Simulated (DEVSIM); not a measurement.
Device: Co/La2O3/SiO2/p-Si capacitor, at 400 K.

| layer (left to right) | material | thickness (nm) | Na (cm⁻³) |
|---|---|---|---|
| 1 | La2O3 | 8.90 | - |
| 2 | SiO2 | 1.40 | - |
| 3 | Si | 15000 | 1.5e15 |

Metal gate on the left, work function 5 eV. Fixed charge at the semiconductor interface 0 cm⁻² (in units of +e); no interface traps.

This is a model device: material constants are rounded textbook-type values typed into the input, and sizes, dopings and lifetimes were drawn at random. Values at 300 K; Nc and Nv go as T^1.5, mobilities as T to minus their exponent, the gap by Varshni's rule with the affinity fixed.

```
parameter         La2O3  SiO2        Si
----------------  -----  ----  --------
gap (eV)            5.8     9     1.124
affinity (eV)       1.8   0.9      4.05
permittivity         27   3.9      11.7
Nc (cm⁻³)             -     -   2.86e19
Nv (cm⁻³)             -     -    3.1e19
Varshni α (eV/K)      -     -  0.000473
Varshni β (K)         -     -       636
```

Simulated with DEVSIM: 1D Poisson equation in equilibrium, Boltzmann statistics, complete ionisation; no quantum confinement or tunnelling. Metal contacts follow the ideal Schottky-Mott rule: no Fermi-level pinning, no interface dipoles.

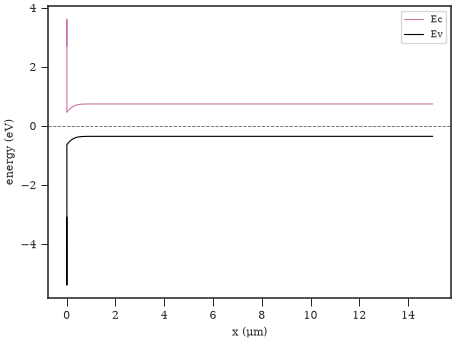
*Band edges at 0.5 V on the gate*

Energies count from the Fermi level of the right contact; mesh points crowd at the junctions.

| x (μm) | Ec (eV) | Ev (eV) | n (cm⁻³) | p (cm⁻³) | field (V/cm) |
|---|---|---|---|---|---|
| 0.000 | 2.700 | -3.100 | < 1e2 | < 1e2 | 4600 |
| 0.001679 | 2.701 | -3.099 | < 1e2 | < 1e2 | 4600 |
| 0.005022 | 2.702 | -3.098 | < 1e2 | < 1e2 | 4600 |
| 0.007896 | 2.704 | -3.096 | < 1e2 | < 1e2 | 4600 |
| 0.009513 | 3.606 | -5.394 | < 1e2 | < 1e2 | 32000 |
| 0.01038 | 0.459 | -0.638 | 7.3e13 | 4.4e11 | 11000 |
| 0.01246 | 0.461 | -0.635 | 6.9e13 | 4.7e11 | 11000 |
| 0.02159 | 0.471 | -0.626 | 5.2e13 | 6.2e11 | 10000 |
| 0.04240 | 0.492 | -0.605 | 2.8e13 | 1.2e12 | 10000 |
| 0.09802 | 0.544 | -0.553 | 6.2e12 | 5.2e12 | 8700 |
| 0.2549 | 0.651 | -0.445 | 2.8e11 | 1.2e14 | 5100 |
| 0.9308 | 0.739 | -0.358 | 2.2e10 | 1.5e15 | 43 |
| 2.472 | 0.739 | -0.357 | 2.1e10 | 1.5e15 | ≈ 0 |
| 6.591 | 0.739 | -0.357 | 2.1e10 | 1.5e15 | ≈ 0 |
| 12.72 | 0.739 | -0.357 | 2.1e10 | 1.5e15 | ≈ 0 |
| 14.15 | 0.739 | -0.357 | 2.1e10 | 1.5e15 | ≈ 0 |
| 14.69 | 0.739 | -0.357 | 2.1e10 | 1.5e15 | ≈ 0 |
| 14.89 | 0.739 | -0.357 | 2.1e10 | 1.5e15 | ≈ 0 |
| 14.98 | 0.739 | -0.357 | 2.1e10 | 1.5e15 | ≈ 0 |
| 15.00 | 0.739 | -0.357 | 2.1e10 | 1.5e15 | ≈ 0 |
| 15.01 | 0.739 | -0.357 | 2.1e10 | 1.5e15 | ≈ 0 |
| 15.01 | 0.739 | -0.357 | 2.1e10 | 1.5e15 | ≈ 0 |
